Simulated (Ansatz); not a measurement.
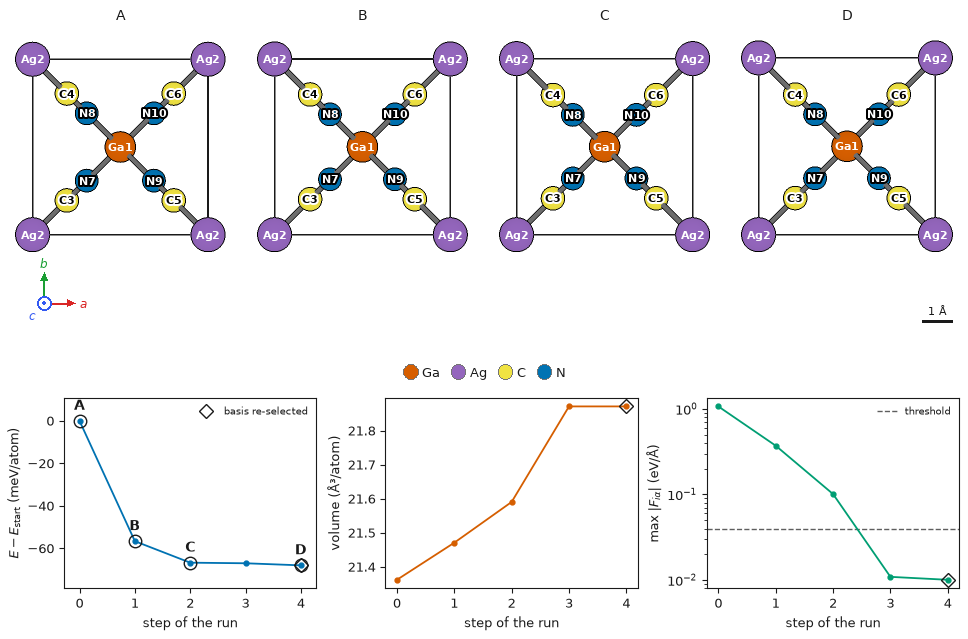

Frames of a relaxation of a crystal of GaAgC$_{4}$N$_{4}$ (a generated structure, set up in P-43m) (coarse preliminary run), marked on the history of the run. The picture is a ball-and-stick view of the cell of the calculation, seen along the c axis.

Theory: Ansatz, DFT PBE, scalar-relativistic, plane waves, PAW. (plane-wave cutoff 420 eV; k-point mesh 4 × 4 × 4; occupations gaussian; smearing width 0.1 eV; no spin polarisation; cell and atoms relaxed; force threshold 0.04 eV/Å; at most 70 steps)

> What happens along the run?

The largest moves relative to the cell, 0.12 Å, are those of C3, C4, C5 and C6. C3 goes along [1 1 1]. By element the largest moves are C 0.12 Å, N 0.12 Å. Ag and Ga stay in place. Cell: a = b = c 5.978 → 6.025 Å (+0.8 %). Volume +2.4 %. Near-neighbour distances that change, for instance: Ag2–C3 2.022 → 2.162 Å, Ga1–N7 1.985 → 1.884 Å, Ga1–N10 1.985 → 1.884 Å. The space group stays P-43m (No. 215). The energy falls by 68.0 meV per atom in 3 accepted moves (4 points after the start). Largest force component: 1.1 eV/Å at the start, 0.01 eV/Å at the end. The pressure goes from 0.32 to 0.17 GPa. The SCF was repeated once at an unchanged geometry on a basis and grid sized afresh for the cell, which shifted the energy by 1.0 meV per atom at most. The run took 45 s on 1 thread of Intel(R) Xeon(R) Platinum 8175M CPU @ 2.50GHz (Skylake/Cascade Lake) (shared host), peak memory 0.52 GiB. From step 0 to 1: C and N atoms move most (0.07 Å), volume +0.5 %, energy −56.6 meV per atom. From step 1 to 2: C atoms move most (0.05 Å), volume +0.6 %, energy −10.1 meV per atom. From step 2 to 4: volume +1.3 %, energy −1.3 meV per atom.

| step | E − E(0), meV/atom | largest force component, eV/Å | pressure, GPa | volume, Å³/atom | note |
| --- | --- | --- | --- | --- | --- |
| 0 | 0.00 | 1.0701 | 0.32 | 21.362 |  |
| 1 | -56.61 | 0.3719 | -0.01 | 21.471 |  |
| 2 | -66.72 | 0.1011 | 0.59 | 21.591 |  |
| 3 | -66.99 | 0.0109 | 0.11 | 21.871 |  |
| 4 | -67.97 | 0.0101 | 0.17 | 21.871 | same geometry, new basis |
